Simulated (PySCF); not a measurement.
CH6MgOSi, SMILES C[O][Mg][SiH3] at its CAM-B3LYP/def2-SVP optimised geometry (Å):

```
10

Mg     0.2270    -0.2879     0.0000
O     -1.5426    -0.2946     0.0083
C     -2.9200    -0.3148     0.0014
H     -3.3274    -0.5594    -0.9991
H     -3.3281    -1.0662     0.7054
H     -3.3511     0.6631     0.2920
Si     2.7762    -0.2879     0.0000
H      3.3511     1.0870     0.1282
H      3.3501    -0.8657    -1.2547
H      3.3478    -1.0870     1.1279
```

Calculation: CAM-B3LYP/def2-TZVP (PySCF 2.14.0). Cells within 0.4 Å of a nucleus heavier than hydrogen are left out (blank, or x).

Map of the electrostatic potential (hartree/e), clipped to [-0.08, 0.12] on the plane z = 0.0 Å:

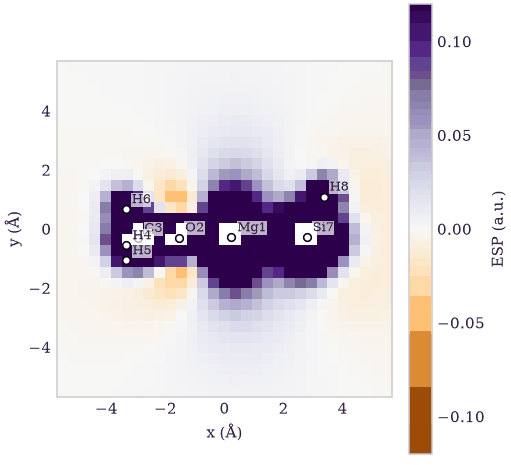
Fig. 1. Electrostatic potential (hartree/e), clipped to [-0.08, 0.12] on the plane z = 0.0 Å.
